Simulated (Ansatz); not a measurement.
TaCo3 (space group R-3m)

Space group R-3m, hexagonal axes (No. 166); a = 5.0929 Å, b = 5.0929 Å, c = 18.5112 Å, α = 90.00°, β = 90.00°, γ = 120.00°

| atom | site | symmetry | x | y | z |
|---|---|---|---|---|---|
| Ta | 3a | -3m | 0.0000 | 0.0000 | 0.0000 |
| Ta | 6c | 3m | 0.0000 | 0.0000 | 0.2187 |
| Co | 9e | .2/m | 0.0000 | 0.5000 | 0.0000 |
| Co | 18h | .m | 0.1760 | 0.3520 | 0.1101 |
(The calculation used a cell of 12 atoms; values per cell refer to that cell.)

Equation-of-state scan: isotropic scaling of the cell above, V₀ being its volume. The atoms relax within the cell's symmetry.

These are PBEsol (plane waves to 420 eV, PAW, scalar-relativistic; Ansatz, a program for electronic structure) values and carry that method's errors. k mesh 9×9×9 (Γ-centred), Fermi-Dirac smearing 0.05 eV. Energies are smeared free energies. With the shape held, the modulus is that of even scaling; a crystal free to change shape is softer. Spin-orbit coupling is left out, though Ta is heavy. TaCo3 is run without spin polarisation. TaCo3 was relaxed with its symmetry unable to fall. The zero of ΔE is the relaxed starting cell.

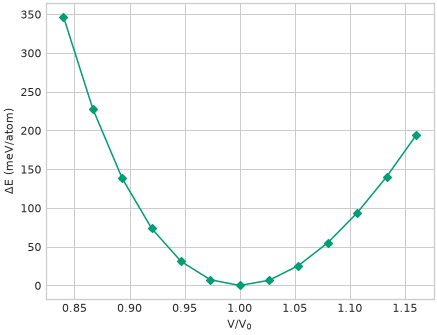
ΔE (meV/atom) against V/V₀; computed points joined by lines.

Q: What is ΔE at V/V₀ = 0.840?

A: About 350 meV/atom.

Q: What is ΔE at V/V₀ = 1.160?

A: About 190 meV/atom.

Q: What bulk modulus at fixed cell shape B₀ follows from a third-order Birch-Murnaghan fit?

A: About 270 GPa.

(Under strain, the slope of the energy per volume gives the stress and its curvature an elastic modulus.)
